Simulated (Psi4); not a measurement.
# H3O+ (oxonium): a chain of runs, part 2 of 2

Psi4 1.11. The steps go on from the part before.

## 4. Doublet [H3O]2+: a geometry optimisation at USVWN-RPA/pcseg-1 (density fitting) (run 3)

Contents of input.dat:

```
memory 1600 MB

molecule molecule1 {
  2 2
  O
  H 1 0.997378
  H 1 0.997373 2 112.74851
  H 1 0.997364 3 112.7547 2 129.09655
  symmetry c1
}

set {
  reference uks
}

energy_value, wavefunction = optimize('svwn/pcseg-1', return_wfn=True)
print_variables()
```

Command:

```console
$ psi4 -i input.dat -o output.dat -n 1
```

output.dat:

```text
Psi4 1.11 release

gradient() will perform analytic gradient computation.

   => Loading Basis Set <=

    Name: PCSEG-1
    Role: ORBITAL
    Keyword: BASIS

         ---------------------------------------------------------
                                   SCF
                              UKS Reference
                        1 Threads,   1525 MiB Core
         ---------------------------------------------------------

  ==> Geometry <==

    Molecular point group: c1
    Full point group: C1

    Geometry (in Angstrom), charge = 2, multiplicity = 2:

       Center              X                  Y                   Z               Mass
    ------------   -----------------  -----------------  -----------------  -----------------
         O            0.037825498898    -0.018003864253    -0.011975312154    15.994914619570
         H            0.037825498898    -0.018003864253     0.985402687846     1.007825032230
         H            0.037825498898     0.901784515310    -0.397646464755     1.007825032230
         H           -0.675969114505    -0.598046260317    -0.397699328961     1.007825032230

  Running in c1 symmetry.

  Rotational constants: A =     10.66129  B =     10.66066  C =      6.06279 [cm^-1]
  Rotational constants: A = 319617.40168  B = 319598.61488  C = 181757.89031 [MHz]
  Nuclear repulsion =   13.689490642142614

  Charge       = 2
  Multiplicity = 2
  Electrons    = 9
  Nalpha       = 5
  Nbeta        = 4

  ==> Algorithm <==

  SCF Algorithm Type is DF.
  DIIS enabled.
  MOM disabled.
  Fractional occupation disabled.
  Guess Type is SAD.
  Energy threshold   = 1.00e-08
  Density threshold  = 1.00e-08
  Integral threshold = 1.00e-12

  ==> Primary Basis <==

  Basis Set: PCSEG-1
    Blend: PCSEG-1
    Number of shells: 15
    Number of basis functions: 29
    Number of Cartesian functions: 30
    Spherical Harmonics?: true
    Max angular momentum: 2

  ==> DFT Potential <==

   => LibXC <=

    Version 7.1.2

   => Composite Functional: SVWN <=

    Slater exchange
    Vosko, Wilk & Nusair (VWN5_RPA)

    Deriv               =              1
    GGA                 =          FALSE
    Meta                =          FALSE

    Exchange Hybrid     =          FALSE
    MP2 Hybrid          =          FALSE

   => Exchange Functionals <=

    1.0000         XC_LDA_X

   => Correlation Functionals <=

    1.0000   XC_LDA_C_VWN_RPA

   => LibXC Density Thresholds  <==

    XC_LDA_C_VWN_RPA:  1.00E-15
    XC_LDA_X:  1.00E-15

   => Molecular Quadrature <=

    Radial Scheme          =       TREUTLER
    Pruning Scheme         =           NONE
    Nuclear Scheme         =       TREUTLER

    Blocking Scheme        =         OCTREE
    BS radius alpha        =              1
    Pruning alpha          =              1
    Radial Points          =             75
    Spherical Points       =            302
    Total Points           =          88246
    Total Blocks           =            717
    Max Points             =            256
    Max Functions          =             29
    Weights Tolerance      =       1.00E-15

   => Loading Basis Set <=

    Name: (PCSEG-1 AUX)
    Role: JKFIT
    Keyword: DF_BASIS_SCF

  ==> Integral Setup <==

  DFHelper Memory: AOs need 0.001 GiB; user supplied 1.099 GiB.
  SCF_SUBTYPE=INCORE selected. In-core MEM_DF algorithm will be used.
  Using in-core AOs.

  ==> MemDFJK: Density-Fitted J/K Matrices <==

    J tasked:                   Yes
    K tasked:                    No
    wK tasked:                   No
    Memory [MiB]:              1125
    Algorithm:                 Core
    Schwarz Cutoff:           1E-12
    Mask sparsity (%):       0.0000
    Fitting Condition:        1E-10

   => Auxiliary Basis Set <=

  Basis Set: (PCSEG-1 AUX)
    Blend: DEF2-UNIVERSAL-JKFIT
    Number of shells: 43
    Number of basis functions: 131
    Number of Cartesian functions: 153
    Spherical Harmonics?: true
    Max angular momentum: 4

  Cached 100.0% of DFT collocation blocks in 0.018 [GiB].

  Minimum eigenvalue in the overlap matrix is 4.4058776151E-02.
  Reciprocal condition number of the overlap matrix is 1.0398844551E-02.
    Using symmetric orthogonalization.

  ==> Pre-Iterations <==

  SCF Guess: Superposition of Atomic Densities via on-the-fly atomic UHF (no occupation information).

   -------------------------
    Irrep   Nso     Nmo
   -------------------------
     A         29      29
   -------------------------
    Total      29      29
   -------------------------

  ==> Iterations <==

                           Total Energy        Delta E     RMS |[F,P]|

   @DF-UKS iter SAD:   -76.46552556686508   -7.64655e+01   0.00000e+00
   @DF-UKS iter   1:   -75.36844272589541    1.09708e+00   3.45557e-03 ADIIS/DIIS
   @DF-UKS iter   2:   -75.37384157879067   -5.39885e-03   1.05275e-03 ADIIS/DIIS
   @DF-UKS iter   3:   -75.37380273858803    3.88402e-05   1.16385e-03 ADIIS/DIIS
   @DF-UKS iter   4:   -75.37420919802580   -4.06459e-04   4.24327e-05 DIIS
   @DF-UKS iter   5:   -75.37421013492678   -9.36901e-07   1.81405e-05 DIIS
   @DF-UKS iter   6:   -75.37421025324949   -1.18323e-07   1.30485e-06 DIIS
   @DF-UKS iter   7:   -75.37421025412934   -8.79851e-10   1.15069e-07 DIIS
   @DF-UKS iter   8:   -75.37421025413377   -4.43379e-12   5.14835e-09 DIIS
  Energy and wave function converged.

  ==> Post-Iterations <==

   Electrons on quadrature grid:
      Nalpha   =    5.0000006828 ; deviation = 6.828e-07
      Nbeta    =    4.0000001721 ; deviation = 1.721e-07
      Ntotal   =    9.0000008549 ; deviation = 8.549e-07

[... 4 lines left out ...]
   @S   Observed:                5.000000000E-01
[... 44 lines left out ...]
    Two-Electron Energy =                  41.9570257242775142
[... 27 lines left out ...]
 Dipole X            :          0.0248022           -0.5625982           -0.5377960
[... 122 lines left out ...]
	Measures of convergence in internal coordinates in au.
[... 126 lines left out ...]
   @DF-UKS iter   0:   -75.13179336249073   -7.51318e+01   6.73349e-03
[... 4 lines left out ...]
   @DF-UKS iter   5:   -75.40386932209896   -9.06847e-07   3.71404e-06 DIIS
[... 12 lines left out ...]
   @Spin Contamination Metric:   2.223130921E-03
[... 5 lines left out ...]
    Final Occupation by Irrep:
[... 13 lines left out ...]
    DFT Exchange-Correlation Energy =      -8.5178427249773776
[... 27 lines left out ...]
 Dipole Y            :          0.0054876            0.1545255            0.1600132
[... 95 lines left out ...]
	   Step    Total Energy     Delta E     Max Force     RMS Force      Max Disp      RMS Disp
[... 97 lines left out ...]
   @DF-UKS iter   1:   -75.41066544503394   -1.10700e-01   2.27556e-03 ADIIS/DIIS
[... 4 lines left out ...]
   @DF-UKS iter   6:   -75.41248623808239   -4.33155e-09   6.24688e-07 DIIS
[... 12 lines left out ...]
   @S^2 Expected:                7.500000000E-01
[... 11 lines left out ...]
  @DF-UKS Final Energy:   -75.41248623823175
[... 7 lines left out ...]
    Empirical Dispersion Energy =           0.0000000000000000
[... 27 lines left out ...]
 Dipole Z            :          0.0021220            0.0307550            0.0328770
[... 96 lines left out ...]
	  Convergence Criteria     1.00e-06 *    3.00e-04 *             o    1.20e-03 *             o
[... 90 lines left out ...]
   @DF-UKS iter   2:   -75.41430667458667    2.46323e-04   1.33365e-03 ADIIS/DIIS
[... 4 lines left out ...]
   @DF-UKS iter   7:   -75.41487253362482   -3.31823e-11   1.79140e-08 DIIS
[... 12 lines left out ...]
   @S^2 Observed:                7.526406317E-01
[... 14 lines left out ...]
    Nuclear Repulsion Energy =             12.2099403015570047
[... 4 lines left out ...]
    VV10 Nonlocal Energy =                  0.0000000000000000
[... 68 lines left out ...]
    Weights Tolerance      =       1.00E-15
[... 121 lines left out ...]
    Weights Tolerance      =       1.00E-15
[... 24 lines left out ...]
   @DF-UKS iter   3:   -75.41535106128703   -8.37821e-05   2.85314e-05 DIIS
[... 4 lines left out ...]
  Energy and wave function converged.
[... 12 lines left out ...]
   @S   Observed:                5.000000000E-01
[... 14 lines left out ...]
    Two-Electron Energy =                  41.2381844388605927
[... 27 lines left out ...]
 Dipole X            :         -0.0025948           -0.0302211           -0.0328159
[... 91 lines left out ...]
	Measures of convergence in internal coordinates in au.
[... 95 lines left out ...]
   @DF-UKS iter   0:   -75.41615328584136   -7.54162e+01   3.06414e-04
[... 4 lines left out ...]
   @DF-UKS iter   5:   -75.41538075179973   -5.44276e-11   4.38071e-08 DIIS
[... 12 lines left out ...]
   @S^2 Observed:                7.526831470E-01
[... 14 lines left out ...]
    Nuclear Repulsion Energy =             12.1623652343352173
[... 4 lines left out ...]
    VV10 Nonlocal Energy =                  0.0000000000000000
[... 68 lines left out ...]
    Weights Tolerance      =       1.00E-15
[... 121 lines left out ...]
    Weights Tolerance      =       1.00E-15
[... 24 lines left out ...]
   @DF-UKS iter   3:   -75.41538261960120   -1.45324e-06   1.01718e-06 DIIS
[... 12 lines left out ...]
   @S^2 Expected:                7.500000000E-01
[... 41 lines left out ...]
  @DF-UKS Final Energy:   -75.41538262011269
[... 7 lines left out ...]
    Empirical Dispersion Energy =           0.0000000000000000
[... 27 lines left out ...]
 Dipole Z            :          0.0000005            0.0000031            0.0000036
[... 2 lines left out ...]
 ------------------------------------------------------------------------------------

	total time  =          0 seconds =       0.00 minutes

         ------------------------------------------------------------
                                   SCF GRAD
         ------------------------------------------------------------

  ==> Geometry <==

    Molecular point group: c1
    Full point group: C1

    Geometry (in Angstrom), charge = 2, multiplicity = 2:

       Center              X                  Y                   Z               Mass
    ------------   -----------------  -----------------  -----------------  -----------------
         O            0.000054230521     0.000000040687    -0.000000208512    15.994914619570
         H            0.000054230521     0.000000040687     1.118794030684     1.007825032230
         H            0.000054230521     0.968904356341    -0.559396215238     1.007825032230
         H           -0.000969138764    -0.968905042763    -0.559394506213     1.007825032230

  Nuclear repulsion =   12.170975894723648

   => Molecular Quadrature <=

    Radial Scheme          =       TREUTLER
    Pruning Scheme         =           NONE
    Nuclear Scheme         =       TREUTLER

    Blocking Scheme        =         OCTREE
    BS radius alpha        =              1
    Pruning alpha          =              1
    Radial Points          =             75
    Spherical Points       =            302
    Total Points           =          88375
    Total Blocks           =            693
    Max Points             =            256
    Max Functions          =             29
    Weights Tolerance      =       1.00E-15

  -Total Gradient:
     Atom            X                  Y                   Z
    ------   -----------------  -----------------  -----------------
       1        0.000063580846     0.000003405488     0.000002884461
       2       -0.000021145651    -0.000000141607     0.000159904592
       3       -0.000021149080     0.000138609731    -0.000079590935
       4       -0.000021290375    -0.000138540289    -0.000079281186

	total time  =          0 seconds =       0.00 minutes

    			-----------------------------------------

    			 OPTKING 3.0: for geometry optimizations

    			        with contributions from

    			-----------------------------------------

	                            ===> Fragment 1 <==

	 Z (Atomic Numbers)          Masses                          Geom
	       8.000000            15.994915          0.00010248  0.00000008 -0.00000039
	       1.000000             1.007825          0.00010248  0.00000008  2.11421431
	       1.000000             1.007825          0.00010248  1.83096388 -1.05710564
	       1.000000             1.007825         -0.00183141 -1.83096517 -1.05710241

	 - Coordinate -           - BOHR/RAD -       - ANG/DEG -
	 R(1,2)           =         2.114215           1.118794
	 R(1,3)           =         2.114214           1.118794
	 R(1,4)           =         2.114214           1.118794
[... 5 lines of this table left out ...]
	 O(4,1,2,3)       =         0.000915           0.052409

	        --- Internal Coordinate Step in ANG or DEG, aJ/ANG or AJ/DEG ---
	-------------------------------------------------------------------------------
	           Coordinate      Previous         Force          Change          New
	           ----------      --------        ------          ------        ------
	               R(1,2)       1.11879       -0.00131       -0.00039       1.11840
	               R(1,3)       1.11879       -0.00131       -0.00039       1.11840
	               R(1,4)       1.11879       -0.00133       -0.00039       1.11840
[... 5 lines of this table left out ...]
	           O(4,1,2,3)       0.05241       -0.00000       -0.05294      -0.00053
	-------------------------------------------------------------------------------

	                                 ==> Convergence Check <==

	Measures of convergence in internal coordinates in au.

	Criteria marked as inactive (o), active & met (*), and active & unmet ( ).

	----------------------------------------------------------------------------------------------
	   Step    Total Energy     Delta E     Max Force     RMS Force      Max Disp      RMS Disp
	----------------------------------------------------------------------------------------------
	  Convergence Criteria     1.00e-06 *    3.00e-04 *             o    1.20e-03 *             o
	----------------------------------------------------------------------------------------------
	     7     -75.41538262   -1.87e-06      1.61e-04 *    9.27e-05 o    9.24e-04 *    6.85e-04 o  ~
	----------------------------------------------------------------------------------------------

Next Geometry in Ang
	Fragment 1 (Ang)

	    O  -0.0002042106  -0.0000028842  -0.0000019101
	    H   0.0001402585   0.0000042133   1.1184002783
	    H   0.0001402581   0.9685641290  -0.5591957186
	    H  -0.0008827532  -0.9685660631  -0.5591995488

    Final optimized geometry and variables:
    Molecular point group: c1
    Full point group: C1

    Geometry (in Angstrom), charge = 2, multiplicity = 2:

    O
    H             1    1.118794
    H             1    1.118794      2  119.999949
    H             1    1.118794      3  120.000185      2  179.939483

  Variable Map:
  ----------------------------------------------------------------------------
  "CURRENT ENERGY"              =>     -75.415382620113
  "CURRENT REFERENCE ENERGY"    =>     -75.415382620113
  "DD SOLVATION ENERGY"         =>       0.000000000000
  "DFT FUNCTIONAL TOTAL ENERGY" =>     -75.415382620113
  "DFT TOTAL ENERGY"            =>     -75.415382620113
  "DFT VV10 ENERGY"             =>       0.000000000000
  "DFT XC ENERGY"               =>      -8.485080897382
  "GRID ELECTRONS ALPHA"        =>       4.999999818736
  "GRID ELECTRONS BETA"         =>       3.999999937044
  "GRID ELECTRONS TOTAL"        =>       8.999999755780
  "NUCLEAR REPULSION ENERGY"    =>      12.170975894724
  "ONE-ELECTRON ENERGY"         =>    -120.345572167238
  "OPTIMIZATION ITERATIONS"     =>       7.000000000000
  "PCM POLARIZATION ENERGY"     =>       0.000000000000
  "PE ENERGY"                   =>       0.000000000000
  "SCF ITERATION ENERGY"        =>     -75.415382620113
  "SCF ITERATIONS"              =>       5.000000000000
  "SCF TOTAL ENERGY"            =>     -75.415382620113
  "TWO-ELECTRON ENERGY"         =>      41.244294549783
  "XC GRID RADIAL POINTS"       =>      75.000000000000
  "XC GRID SPHERICAL POINTS"    =>     302.000000000000
  "XC GRID TOTAL POINTS"        =>   88375.000000000000

  Array Variable Map:
  ----------------------------------------------------------------------------
  "CURRENT DIPOLE"              =>      -0.000875007973 ... 0.000003646694 1 by 3
  "CURRENT GRADIENT"            =>       0.000063580846 ... -0.000079281186 4 by 3
  "DFT TOTAL GRADIENT"          =>       0.000063580846 ... -0.000079281186 4 by 3
  "SCF DIPOLE"                  =>      -0.000875007973 ... 0.000003646694 1 by 3
  "SCF TOTAL ENERGIES"          =>     -75.417617675836 ... -75.415382620113 1 by 6
  "SCF TOTAL GRADIENT"          =>       0.000063580846 ... -0.000079281186 4 by 3

    Psi4 run time: 0:00:05.92

[set-up sections that repeat, and orbital energies of the middle runs, are left out above]
```

On the terminal:

```text
Optimizer: Optimization complete!
```

It took 6.9 s on 1 thread of Intel Xeon 6975P-C (Granite Rapids), shared host; peak memory 0.25 GiB.

Step by step:

```csv
step,energy from the first frame kept (eV),largest force (eV/Å)
0,0.0000,4.0813
1,-0.8071,1.6910
2,-1.0415,1.1019
3,-1.1065,0.5036
4,-1.1195,0.1230
5,-1.1203,0.0249
6,-1.1204,0.0083
```

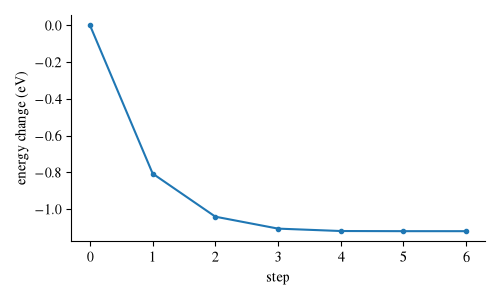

Energy along the run.

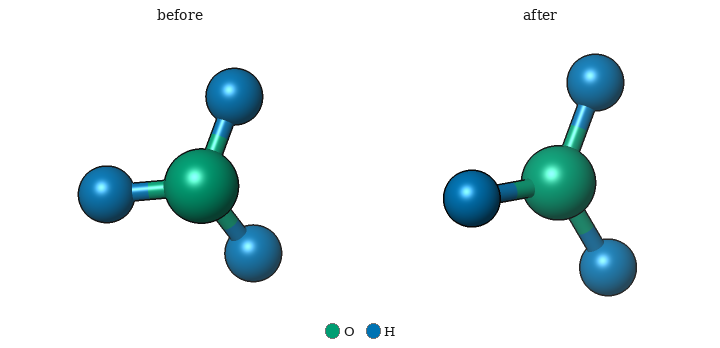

Before and after, at one scale.

After the run. Bond lengths: O1–H2 1.119 Å, O1–H3 1.119 Å, O1–H4 1.119 Å. Angles: H2–O1–H3 120.0°, H2–O1–H4 120.0°, H3–O1–H4 120.0°.

## 5. The energy at SVWN-RPA/pcseg-1 (density fitting) (run 4)

Contents of input.dat:

```
memory 1600 mb

molecule m {
  1 1
  O      0.154535    -0.048085    -0.044873
  H      0.191059     1.067310     0.034251
  H     -0.489523    -0.533071    -0.820552
  H      0.761289    -0.678511     0.652344
}


E = energy("svwn/pcseg-1")
```

Command:

```console
$ psi4 -i input.dat -o output.dat -n 1
```

output.dat, cut to the lines that bear on the results:

```text
[...]
  Running in c1 symmetry.
[...]
  Nuclear repulsion =   12.170976778830836
[...]
  Multiplicity = 1
[...]
  Nalpha       = 5
  Nbeta        = 5
[...]
    Number of basis functions: 29
[...]
   @DF-RKS iter   1:   -76.18432020548661    1.55026e-01   1.79771e-02 ADIIS/DIIS
[...]
   @DF-RKS iter   6:   -76.28132712896738   -1.40140e-09   2.05634e-07 DIIS
[...]
    Orbital Energies [Eh]
    ---------------------
    Doubly Occupied:
       1A    -19.008594     2A     -1.277730     3A     -0.830713
       4A     -0.830712     5A     -0.640168
[...]
  @DF-RKS Final Energy:   -76.28132712896738
   => Energetics <=
    Nuclear Repulsion Energy =             12.1709767788308358
    One-Electron Energy =                -125.6084616580694586
    Two-Electron Energy =                  46.0379100729556043
    DFT Exchange-Correlation Energy =      -8.8817523226843438
    Empirical Dispersion Energy =           0.0000000000000000
    VV10 Nonlocal Energy =                  0.0000000000000000
    Total Energy =                        -76.2813271289673764
[...]
 Multipole Moments:
 ------------------------------------------------------------------------------------
     Multipole            Electronic (a.u.)      Nuclear  (a.u.)        Total (a.u.)
 ------------------------------------------------------------------------------------
 L = 1.  Multiply by 2.5417464519 to convert [e a0] to [Debye]
 Dipole X            :         -0.0000652           -0.0006148           -0.0006800
 Dipole Y            :         -0.0000024           -0.0000134           -0.0000158
 Dipole Z            :          0.0000549            0.0005218            0.0005767
 Magnitude           :                                                    0.0008917
[...]
```

Run time: 1.5 s. Hardware: 1 thread of Intel Xeon 6975P-C (Granite Rapids), shared host; peak memory 0.21 GiB.

## 6. Results

The summary covers parts 1 to 2.

| quantity | value |
| --- | --- |
| run 1, SVWN-RPA/pcseg-1: total energy at the end | -76.31319 Eh |
| run 1, SVWN-RPA/pcseg-1: HOMO energy | -19.07 eV |
| run 1, SVWN-RPA/pcseg-1: LUMO energy | -8.59 eV |
| run 1, SVWN-RPA/pcseg-1: HOMO–LUMO gap | 10.48 eV |
| doublet [H3O]2+, run 2: total energy | -75.37421 Eh |
| doublet [H3O]2+, run 2: HOMO energy (highest over α and β) | -35.08 eV |
| doublet [H3O]2+, run 2: LUMO energy (lowest over α and β) | -31.97 eV |
| doublet [H3O]2+, run 2: ⟨S²⟩ | 0.752 |
| doublet [H3O]2+, run 3: total energy at the end | -75.41538 Eh |
| doublet [H3O]2+, run 3: HOMO energy (highest over α and β) | -32.69 eV |
| doublet [H3O]2+, run 3: LUMO energy (lowest over α and β) | -29.67 eV |
| doublet [H3O]2+, run 3: ⟨S²⟩ | 0.753 |
| run 4, SVWN-RPA/pcseg-1: total energy | -76.28133 Eh |
| run 4, SVWN-RPA/pcseg-1: HOMO energy | -17.42 eV |
| run 4, SVWN-RPA/pcseg-1: LUMO energy | -9.74 eV |
| run 4, SVWN-RPA/pcseg-1: HOMO–LUMO gap | 7.68 eV |
| adiabatic ionisation energy (to the doublet dication, no zero-point term) | 24.431 eV |

The adiabatic ionisation energy (to the doublet dication, no zero-point term) is 24.43 eV (2357 kJ/mol). The optimisation (run 1, SVWN-RPA/pcseg-1) took 5 steps and changed the energy by -0.014 eV. The optimisation (doublet [H3O]2+, run 3) took 7 steps and changed the energy by -1.120 eV.
